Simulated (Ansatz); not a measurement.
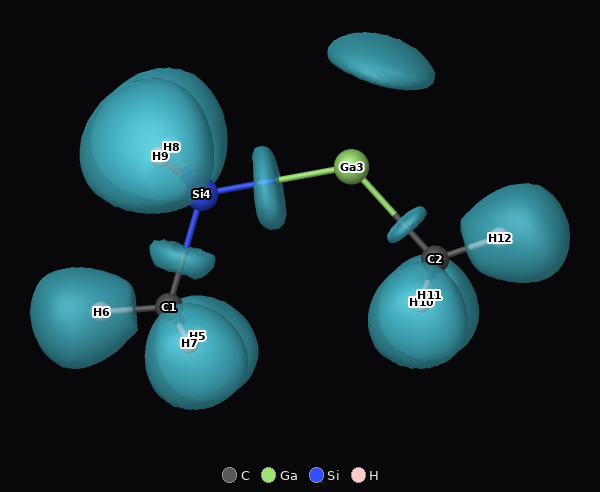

*C2H8GaSi (doublet). Isosurface of the ELF at 0.85 (cyan), seen across its widest extent. Only the valence region is drawn (cores and ρ < 0.01 e/Å³ removed).*

Geometry: PBE0-D3(BJ)/pcseg-1.

These are results of Ansatz, isolated molecule in a Gaussian basis; Kohn-Sham density functional theory, functional PBE0, not measurements.

```xyz
12

C    -0.7812    0.4428    0.5181
C     3.0850   -0.7010   -1.1249
Ga    2.9234    0.2582    0.6243
Si    0.7428    0.9002    1.5425
H    -0.7431    0.9134   -0.4717
H    -1.7006    0.7742    1.0182
H    -0.8444   -0.6424    0.3732
H     0.7656    2.3841    1.7564
H     0.6276    0.2782    2.9020
H     2.5244   -1.6457   -1.0722
H     2.6270   -0.0895   -1.9160
H     4.1203   -0.9214   -1.4056
```

### What do the ELF domains correspond to?

The surface consists of one region between bonded C–Si atoms (shared pairs), one region between bonded Ga–Si atoms (shared pairs), eight regions around hydrogen nuclei, one lobe of the valence shell of C pointing towards Ga (polar bonds) and one lobe on Ga, pointing away from the bonds (non-bonding electrons). Profiles from the grid: C–Si (1.89 Å): the ELF peaks at about 0.95 between the atoms, as expected for a covalent bond. C–Ga (2.00 Å): the ELF peaks at about 0.90 in the valence shell of C, 0.7 Å from its nucleus, and is about 0.55 at the midpoint.
